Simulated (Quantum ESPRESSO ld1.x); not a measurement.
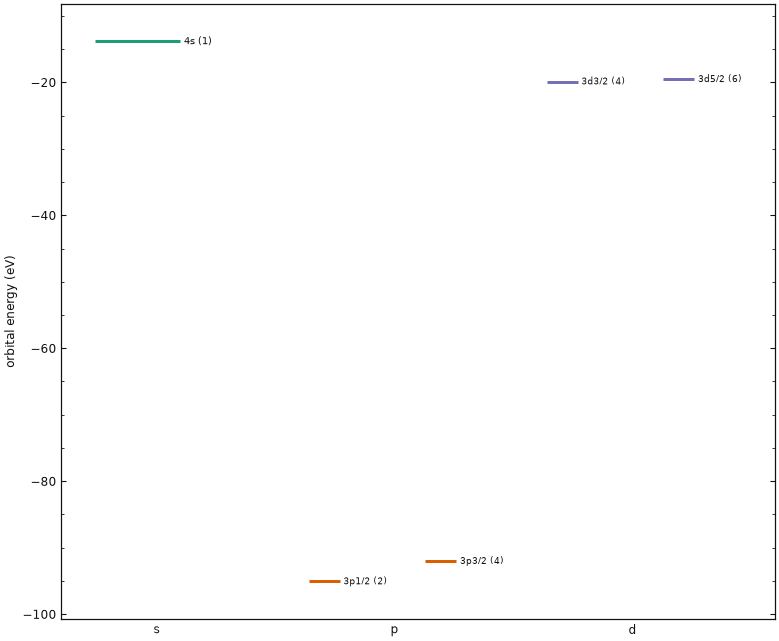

*The outer levels are drawn by angular momentum (occupations in brackets, the lower j at the left of each column).*

The highest occupied level is 4s at −13.8 eV. From the top down the occupied levels run 4s (−13.8 eV), 3d5/2 (−19.5 eV), 3d3/2 (−19.9 eV), 3p3/2 (−92.0 eV), 3p1/2 (−95.1 eV). Spin-orbit splittings: 3d 0.359 eV, 3p 3.06 eV.

## Zn⁺: atomic calculation

Zn⁺ (Z = 30, 29 electrons) in the configuration [Ar] 3d10 4s1. Computed at this level: Dirac Kohn-Sham, revPBE, spin-unpolarised, spherical densities, point nucleus (Quantum ESPRESSO ld1.x 7.5).

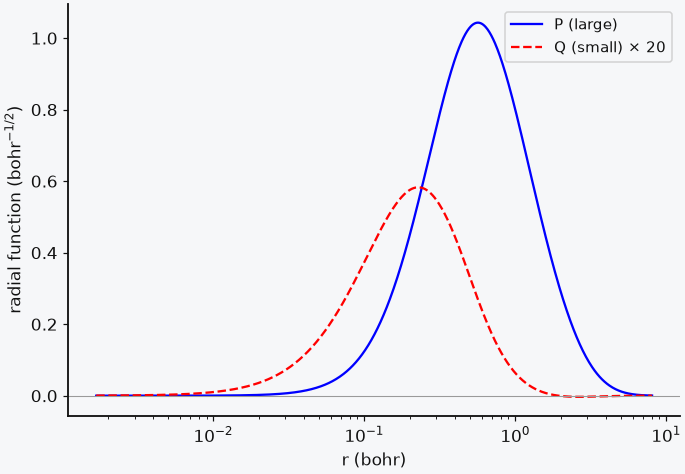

*The large and small radial components of the 3d3/2 spinor.*

The spinor has κ = 2: the large component has l = 2 and 0 radial nodes, the small one has l = 1. The small component carries 0.030 % of the norm; ⟨r⟩ = 0.892 bohr and the eigenvalue is −19.9 eV.

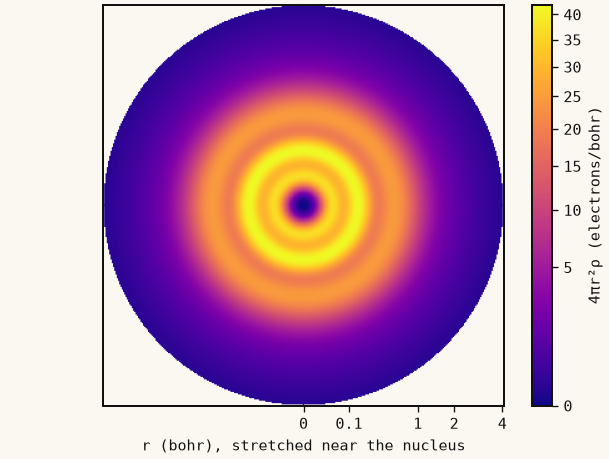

*The radial density 4πr²ρ as a disc about the nucleus, with the radius drawn as r to the power 0.4.*

There are 3 maxima, at r = 0.0353, 0.160 and 0.571 bohr, parted by minima at 0.0754 and 0.359 bohr, inside which lie 2.1 and 10.9 electrons. The configuration has 4 principal shells, so not every shell has a maximum of its own.

These pictures come from the run below.

## Input file
```
 &input
    atom='Zn',
    iswitch=1,
    rel=2,
    dft='REVPBE',
    config='[Ar] 3d10 4s1',
    rel_dist='average',
    verbosity='high',
    lsmall=.true.,
    prefix='ld1',
    max_out_wfc=37,
    file_charge='ld1.rho',
 /
```

Launched with:
```bash
OMP_NUM_THREADS=1 ld1.x < ld1.in > ld1.out
```

## Output
```
     Program LD1 v.7.5 starts

     --------------------------- All-electron run ----------------------------

     dirac relativistic calculation

     atomic number is 30.00
     dft =REVPBE   lsd =0 sic =0 latt =0  beta=0.20 tr2=1.0E-14
     Exchange-correlation= REVPBE
                           (   1   4   4   4   0   0   0)
     mesh =2001 r(mesh) =  99.36527 a.u. xmin = -8.00 dx = 0.00800
     1 Ry =  13.60569312 eV, c = 137.03599908

     n l j   nl                  e(Ry)          e(Ha)          e(eV)
     Spin orbit split results
     1 0 0.5 1S 1( 2.00)    -700.703076669    -350.351538335  -9533.5510315
     2 0 0.5 2S 1( 2.00)     -85.808259306     -42.904129653  -1167.4808435
     2 1 0.5 2P 1( 2.00)     -75.633736253     -37.816868127  -1029.0494052
     2 1 1.5 2P 1( 4.00)     -73.879212286     -36.939606143  -1005.1778905
     3 0 0.5 3S 1( 2.00)     -10.206567475      -5.103283737   -138.8674249
     3 1 0.5 3P 1( 2.00)      -6.987334545      -3.493667273    -95.0675296
     3 1 1.5 3P 1( 4.00)      -6.762764489      -3.381382244    -92.0120983
     3 2 1.5 3D 1( 4.00)      -1.461121059      -0.730560530    -19.8795647
     3 2 2.5 3D 1( 6.00)      -1.434735247      -0.717367624    -19.5205675
     4 0 0.5 4S 1( 1.00)      -1.017710157      -0.508855079    -13.8466521
     Averaged results
     1 0     1S 1( 2.00)    -700.703076669    -350.351538335  -9533.5510315
     2 0     2S 1( 2.00)     -85.808259306     -42.904129653  -1167.4808435
     2 1     2P 1( 6.00)     -74.464053608     -37.232026804  -1013.1350621
     3 0     3S 1( 2.00)     -10.206567475      -5.103283737   -138.8674249
     3 1     3P 1( 6.00)      -6.837621174      -3.418810587    -93.0305754
     3 2     3D 1(10.00)      -1.445289572      -0.722644786    -19.6641664
     4 0     4S 1( 1.00)      -1.017710157      -0.508855079    -13.8466521

     final scf error:  7.3E-15 reached in  29 iterations

     Etot =   -3591.757810 Ry,   -1795.878905 Ha,  -48868.354538 eV

     Ekin =    3658.518120 Ry,    1829.259060 Ha,   49776.674832 eV
     Encl =   -8644.783398 Ry,   -4322.391699 Ha, -117618.270029 eV
     Eh   =    1537.565293 Ry,     768.782646 Ha,   20919.641531 eV
     Exc  =    -143.057825 Ry,     -71.528913 Ha,   -1946.400871 eV

     normalization and overlap integrals

     s(1S/1S) =  1.000000  <r> =   0.0503  <r2> =    0.0034  r(max) =   0.0328
     LC norm =  0.98826471 + SC norm =  0.01173529 =  1.00000000
     s(1S/2S) =  0.000000
     s(1S/3S) = -0.000000
     s(1S/4S) =  0.000000
     s(2S/2S) =  1.000000  <r> =   0.2259  <r2> =    0.0603  r(max) =   0.1892
     LC norm =  0.99776090 + SC norm =  0.00223910 =  1.00000000
     s(2S/3S) =  0.000000
     s(2S/4S) = -0.000000
     s(2P/2P) =  1.000000  <r> =   0.1959  <r2> =    0.0472  r(max) =   0.1500
     LC norm =  0.99777526 + SC norm =  0.00222474 =  1.00000000
     s(2P/3P) =  0.000000
     s(2P/2P) =  1.000000  <r> =   0.1993  <r2> =    0.0487  r(max) =   0.1536
     LC norm =  0.99781491 + SC norm =  0.00218509 =  1.00000000
     s(2P/3P) =  0.000000
     s(3S/3S) =  1.000000  <r> =   0.6812  <r2> =    0.5364  r(max) =   0.5891
     LC norm =  0.99950257 + SC norm =  0.00049743 =  1.00000000
     s(3S/4S) =  0.000000
     s(3P/3P) =  1.000000  <r> =   0.7064  <r2> =    0.5899  r(max) =   0.5891
     LC norm =  0.99955191 + SC norm =  0.00044809 =  1.00000000
     s(3P/3P) =  1.000000  <r> =   0.7172  <r2> =    0.6081  r(max) =   0.5938
     LC norm =  0.99956258 + SC norm =  0.00043742 =  1.00000000
     s(3D/3D) =  1.000000  <r> =   0.8918  <r2> =    1.0632  r(max) =   0.5660
     LC norm =  0.99970223 + SC norm =  0.00029777 =  1.00000000
     s(3D/3D) =  1.000000  <r> =   0.8993  <r2> =    1.0825  r(max) =   0.5705
     LC norm =  0.99970561 + SC norm =  0.00029439 =  1.00000000
     s(4S/4S) =  1.000000  <r> =   2.4091  <r2> =    6.6986  r(max) =   1.9874
     LC norm =  0.99995297 + SC norm =  0.00004703 =  1.00000000

     LC charge = 28.95221619 + SC charge =  0.04778381 = 29.00000000

     ------------------------ End of All-electron run ------------------------
```

## Results in brief

- outcome: converged
- total energy: −1795.8789 hartree
- kinetic energy: 1829.2591 hartree
- electron–nucleus energy: −4322.3917 hartree
- Hartree energy: 768.782647 hartree
- exchange–correlation energy: −71.528913 hartree
- radius at density 0.001 e/bohr³: 3.63 bohr
- SCF iterations: 29
- hardware: 1 CPU thread, shared host
- wall time: 0.72 s
